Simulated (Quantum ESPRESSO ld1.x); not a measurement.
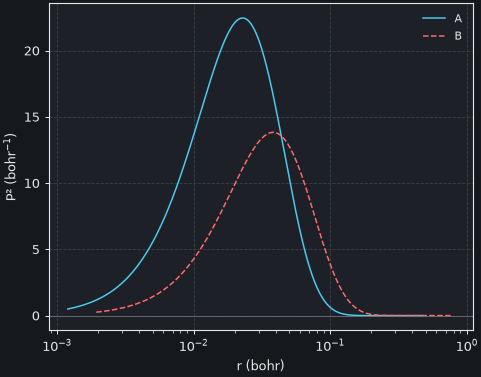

Two nuclei with the same 2 electrons, 1s2, were computed: Fe²⁴⁺; Mo⁴⁰⁺. Computed with Quantum ESPRESSO ld1.x 7.5: Dirac Kohn-Sham, PW91, spin-unpolarised, spherical densities, point nucleus.

The plot shows P² of the 1s orbital in both runs (large components where relativistic).

**Assign A and B.**

A is Mo⁴⁰⁺ (⟨r⟩ = 0.0349 bohr, eigenvalue −23.59 keV); B is Fe²⁴⁺ (⟨r⟩ = 0.0579 bohr, eigenvalue −8675 eV). The larger nuclear charge pulls the orbital in.
